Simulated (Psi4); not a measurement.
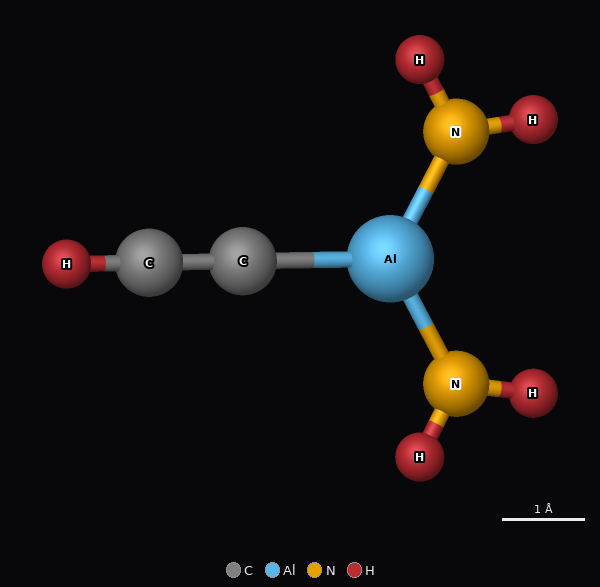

The structure (ball-and-stick view, seen at a tilt). Sticks mark near contacts. Bond lengths as drawn: Al–C 1.91 Å, Al–N 1.76 Å, C–C 1.21 Å, C–H 1.07 Å and H–N 1.01 Å.

**Single-point calculation of C$_{2}$H$_{5}$AlN$_{2}$**

The run: single-point calculation of C$_{2}$H$_{5}$AlN$_{2}$, SMILES C#[C][Al]([NH2])[NH2]. Method and program: B3LYP/def2-TZVP, RKS (Psi4 1.11).

The geometry comes from this level: PBE0-D4/def2-TZVP.

## The input (c2h5aln2.py)
```python
import psi4

psi4.set_memory('1600 MB')
psi4.set_num_threads(1)
psi4.core.set_output_file('output.dat', False)

mol = psi4.geometry("""
0 1
C     -2.368100     1.221100     0.873300
C     -1.345900     0.693600     0.497800
Al     0.265700    -0.138000    -0.094200
N      0.247600    -1.861100    -0.467000
N      1.722400     0.842900    -0.249900
H     -3.269100     1.686000     1.204200
H      1.027400    -2.410800    -0.785900
H     -0.574800    -2.435200    -0.383700
H      1.750000     1.827100    -0.041300
H      2.627700     0.523400    -0.550300
symmetry c1
""")

psi4.set_options({
    'basis': 'def2-TZVP',
    'reference': 'rks',
    'puream': True,
    'scf_type': 'cd',
    'dft_radial_points': 99,
    'dft_spherical_points': 590,
    'cholesky_tolerance': 0.001,
})

result = psi4.energy('b3lyp')
print(f'total energy {result:.8f} hartree = {result * 27.211386:.5f} eV')
```

Launched with:
```bash
python c2h5aln2.py
```

## What the program printed
```
=> Loading Basis Set <=

    Name: DEF2-TZVP
    Role: ORBITAL
    Keyword: BASIS

         ---------------------------------------------------------
                                   SCF
                              RKS Reference
                        1 Threads,   1525 MiB Core
         ---------------------------------------------------------

  ==> Geometry <==

    Molecular point group: c1
    Full point group: C1

    Geometry (in Angstrom), charge = 0, multiplicity = 1:

       Center              X                  Y                   Z               Mass
    ------------   -----------------  -----------------  -----------------  -----------------
         C           -2.270041620575     1.171363692226     0.833891426632    12.000000000000
         C           -1.247841620575     0.643863692226     0.458391426632    12.000000000000
         AL           0.363758379425    -0.187736307774    -0.133608573368    26.981538530000
         N            0.345658379425    -1.910836307774    -0.506408573368    14.003074004430
         N            1.820458379425     0.793163692226    -0.289308573368    14.003074004430
         H           -3.171041620575     1.636263692226     1.164791426632     1.007825032230
         H            1.125458379425    -2.460536307774    -0.825308573368     1.007825032230
         H           -0.476741620575    -2.484936307774    -0.423108573368     1.007825032230
         H            1.848058379425     1.777363692226    -0.080708573368     1.007825032230
         H            2.725758379425     0.473663692226    -0.589708573368     1.007825032230

  Running in c1 symmetry.

  Rotational constants: A =      0.19986  B =      0.08879  C =      0.06148 [cm^-1]
  Rotational constants: A =   5991.78562  B =   2661.82395  C =   1843.05501 [MHz]
  Nuclear repulsion =  183.107231259528220

  Charge       = 0
  Multiplicity = 1
  Electrons    = 44
  Nalpha       = 22
  Nbeta        = 22

  ==> Algorithm <==

  SCF Algorithm Type is CD.
  DIIS enabled.
  MOM disabled.
  Fractional occupation disabled.
  Guess Type is SAD.
  Energy threshold   = 1.00e-06
  Density threshold  = 1.00e-06
  Integral threshold = 1.00e-12

  ==> Primary Basis <==

  Basis Set: DEF2-TZVP
    Blend: DEF2-TZVP
    Number of shells: 77
    Number of basis functions: 191
    Number of Cartesian functions: 216
    Spherical Harmonics?: true
    Max angular momentum: 3

  ==> DFT Potential <==

   => LibXC <=

    Version 7.1.2

   => Composite Functional: B3LYP <=

    B3LYP Hyb-GGA Exchange-Correlation Functional

    Deriv               =              1
    GGA                 =           TRUE
    Meta                =          FALSE

    Exchange Hybrid     =           TRUE
    MP2 Hybrid          =          FALSE

   => Exchange Functionals <=

    0.0800   Slater exchange
    0.7200         Becke 88

   => Exact (HF) Exchange <=

    0.2000               HF

   => Correlation Functionals <=

    0.1900   Vosko, Wilk & Nusair (VWN5_RPA)
    0.8100   Lee, Yang & Parr

   => LibXC Density Thresholds  <==

    XC_HYB_GGA_XC_B3LYP:  1.00E-15

   => Molecular Quadrature <=

    Radial Scheme          =       TREUTLER
    Pruning Scheme         =           NONE
    Nuclear Scheme         =       TREUTLER

    Blocking Scheme        =         OCTREE
    BS radius alpha        =              1
    Pruning alpha          =              1
    Radial Points          =             99
    Spherical Points       =            590
    Total Points           =         555837
    Total Blocks           =           3922
    Max Points             =            256
    Max Functions          =            182
    Weights Tolerance      =       1.00E-15

  ==> Integral Setup <==
```

## Standard output
```
RuntimeError:
Fatal Error: Disk algorithm for CD JK not implemented.
```

## What the run reported

```csv
quantity,value
outcome,refused by the program
hardware,"1 thread of AMD EPYC (Zen 3), 24 GiB of memory available, shared host"
```

## What went wrong

The program refused the input: “Fatal Error: Disk algorithm for CD JK not implemented.”
